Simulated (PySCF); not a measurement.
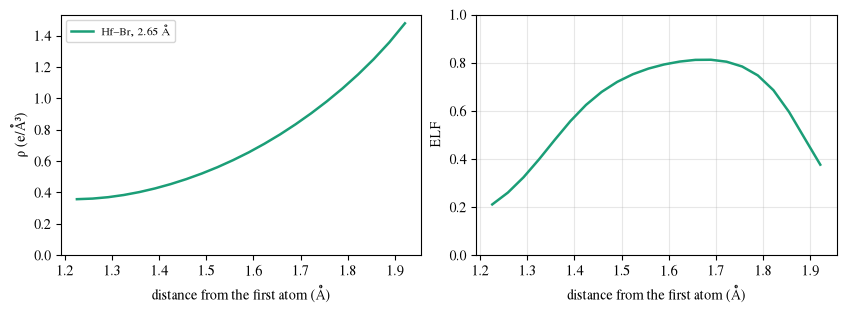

Figure. HfBr (charge −1, triplet). Electron density and ELF along straight lines between neighbouring atoms. The curves leave out the atomic cores.

Core potentials replace the inner electrons of Hf.

Level of theory: PBE0/def2-TZVPPD, non-relativistic Hamiltonian with scalar-relativistic core potentials where named, at a bond length of 2.650 Å in PySCF.

Question: What can be read from the curves?

Answer: Hf–Br (2.65 Å): the density is about 0.38 e/Å³ at the midpoint; the ELF peaks at about 0.80 in the valence shell of Br, 1.0 Å from its nucleus, and is about 0.40 at the midpoint.
